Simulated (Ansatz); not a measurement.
**CH3BClFO (SMILES OC(F)BCl): wB97M-V/def2-SVP**

Aim: the vertical singlet–triplet gap of CH3BClFO at wB97M-V/def2-SVP, from 2 runs. 

The results are computed with Ansatz 0.2.0.

136 further runs of the same task are left out: 136 set aside as unsound or not needed.

### Step 1. Starting point

CH3BClFO has 8 atoms, charge 0, and is taken as a singlet. As SMILES, `OC(F)BCl`. The coordinates come from a PBE0-D4/def2-TZVP relaxation. This is one conformer, not always the lowest.

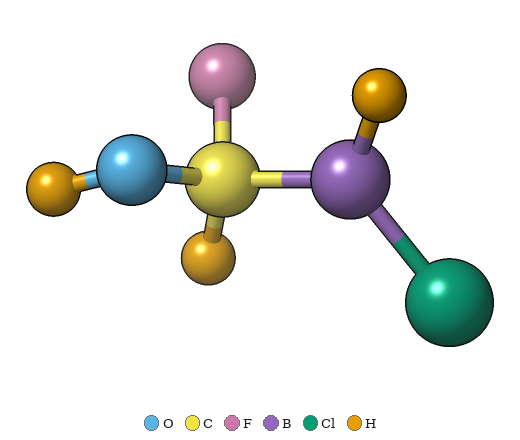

The structure, seen from a chosen angle (oxygen blue, carbon yellow, fluorine pink, boron purple, chlorine teal, hydrogen amber).

### Step 2. A single-point energy at wB97M-V/def2-SVP

in.yaml

```yaml
crystal:
  periodic: [false, false, false]
  atoms:
    - {symbol: O, position_ang: [-0.045500, 0.346900, 1.395700]}
    - {symbol: C, position_ang: [0.458900, 0.058800, 0.147300]}
    - {symbol: F, position_ang: [1.315100, -1.045400, 0.209200]}
    - {symbol: B, position_ang: [-0.767200, -0.356700, -0.774700]}
    - {symbol: Cl, position_ang: [-1.105700, 0.541100, -2.217200]}
    - {symbol: H, position_ang: [0.620500, 0.802400, 1.920200]}
    - {symbol: H, position_ang: [1.073200, 0.877500, -0.246600]}
    - {symbol: H, position_ang: [-1.457200, -1.281600, -0.489900]}
basis:
  gaussian:
    orbitals: def2-SVP
hamiltonian:
  xc: {name: wB97M-V}
accuracy: high
output:
  orbitals: {seedname: orbitals}
```

Launch:

```bash
$ ansatz run in.yaml --threads 1 --pin off --max-ram 3480MiB --events-out events.jsonl --progress --plain --runs-dir runs
```

Log:

```text
Warning: RAYON_NUM_THREADS=1 ignored (pool sized by the plan → 1); use --threads N
Functional definition: wB97M-V
  name "wB97M-V"
  parameter omega = 0.3/bohr
  parameter cx = 0.15
  parameter cx01 = 1.007
  parameter cx10 = 0.259
  parameter css00 = 0.443
  parameter css04 = -1.437
  parameter css10 = -4.535
  parameter css20 = -3.390
  parameter css43 = 4.278
  parameter cos00 = 1.000
  parameter cos10 = 1.358
  parameter cos20 = 2.924
  parameter cos21 = -8.812
  parameter cos60 = -1.390
  parameter cos61 = 9.142
  parameter b = 6.0
  parameter c = 0.01
  gx(w, u) = 1 - cx + cx01*u + cx10*w
  gss(w, u) = css00 + css04*u^4 + css10*w + css20*w^2 + css43*w^4*u^3
  gos(w, u) = cos00 + cos10*w + (cos20 + cos21*u)*w^2 + (cos60 + cos61*u)*w^6
  exchange = spin_sum(e_x_unif_sr(omega)*gx(b97_w, b97_u_x)) + cx*exact_x_sr(omega) + exact_x_lr(omega)
  correlation = spin_sum(e_c_pw_mod_same_spin*gss(b97_w, b97_u_same))
      + integral(e_c_pw_mod_opposite_spin*gos(b97_w_opposite, b97_u_opposite)) + vv10(b, c)
2019 factors; integrals over basis functions are off by at most 3.7e-9 eV
338 factors; integrals over basis functions are off by at most 1.9e-9 eV
mean field evaluation 1: about -19035.1047 eV, gradient 3.6e1 eV
mean field evaluation 2: about -19035.6151 eV, gradient 3.4e1 eV
mean field evaluation 4: about -19037.4427 eV, gradient 9.2e-1 eV
mean field evaluation 8: about -19037.5815 eV, gradient 1.5e-1 eV
mean field evaluation 16: about -19037.5816 eV, gradient 8.0e-5 eV
mean field -19037.58157281 eV, -699.6182186645 hartree, gradient 5.5e-8 eV, S^2 0.000000; 0 other end points of the search recorded, 0 dependent functions left out
reference -19037.58157653 eV, -699.6182188014 hartree; 24, 24 occupied and 65, 65 virtual orbitals, 2019 factors
Total energy: -19037.58157653 eV, -699.6182188014 hartree
```

It took 66 s on 1 thread of Arm Neoverse V2, shared host; peak memory 0.56 GiB.

### Step 3. The triplet

run.yaml

```yaml
crystal:
  periodic: [false, false, false]
  atoms:
    - symbol: O
      position_ang: [-0.045500, 0.346900, 1.395700]
    - symbol: C
      position_ang: [0.458900, 0.058800, 0.147300]
    - symbol: F
      position_ang: [1.315100, -1.045400, 0.209200]
    - symbol: B
      position_ang: [-0.767200, -0.356700, -0.774700]
    - symbol: Cl
      position_ang: [-1.105700, 0.541100, -2.217200]
    - symbol: H
      position_ang: [0.620500, 0.802400, 1.920200]
    - symbol: H
      position_ang: [1.073200, 0.877500, -0.246600]
    - symbol: H
      position_ang: [-1.457200, -1.281600, -0.489900]
basis:
  gaussian:
    orbitals: def2-SVP
magnetization:
  spin_polarized: true
  initial_magnetization: 2
hamiltonian:
  xc: {name: wB97M-V}
accuracy: high
output:
  orbitals: {seedname: orbitals}
```

Launch:

```bash
$ ansatz run run.yaml --threads 1 --pin off --max-ram 3480MiB --events-out events.jsonl --progress --plain --runs-dir runs
```

Log, shortened:

```text
Warning: RAYON_NUM_THREADS=1 ignored (pool sized by the plan → 1); use --threads N
Functional definition: wB97M-V
  name "wB97M-V"
[...]
  gx(w, u) = 1 - cx + cx01*u + cx10*w
  gss(w, u) = css00 + css04*u^4 + css10*w + css20*w^2 + css43*w^4*u^3
  gos(w, u) = cos00 + cos10*w + (cos20 + cos21*u)*w^2 + (cos60 + cos61*u)*w^6
[...]
      + integral(e_c_pw_mod_opposite_spin*gos(b97_w_opposite, b97_u_opposite)) + vv10(b, c)
2019 factors; integrals over basis functions are off by at most 3.7e-9 eV
338 factors; integrals over basis functions are off by at most 1.9e-9 eV
[...]
mean field -19032.58100400 eV, -699.4344511501 hartree, gradient 6.9e-8 eV, S^2 2.003693; 2 other end points of the search recorded, 0 dependent functions left out
reference -19032.58100766 eV, -699.4344512847 hartree; 25, 23 occupied and 64, 66 virtual orbitals, 2019 factors
Total energy: -19032.58100766 eV, -699.4344512847 hartree
```

It took 2.6 min on 1 thread of Arm Neoverse V2, shared host; peak memory 1 GiB.

### Step 4. Summary of results

At wB97M-V/def2-SVP:

| quantity | value |
| --- | --- |
| singlet: total energy | -699.61822 Eh |
| singlet: HOMO energy | -10.74 eV |
| singlet: LUMO energy | 0.51 eV |
| singlet: HOMO–LUMO gap | 11.25 eV |
| triplet: total energy | -699.43445 Eh |
| triplet: HOMO energy (highest over α and β) | -5.84 eV |
| triplet: LUMO energy (lowest over α and β) | -4.51 eV |
| triplet: ⟨S²⟩ | 2.004 |
| vertical energy of the triplet above the singlet | 5.001 eV |

What this shows: At this shape the triplet lies 5.00 eV (115 kcal/mol) above the singlet.
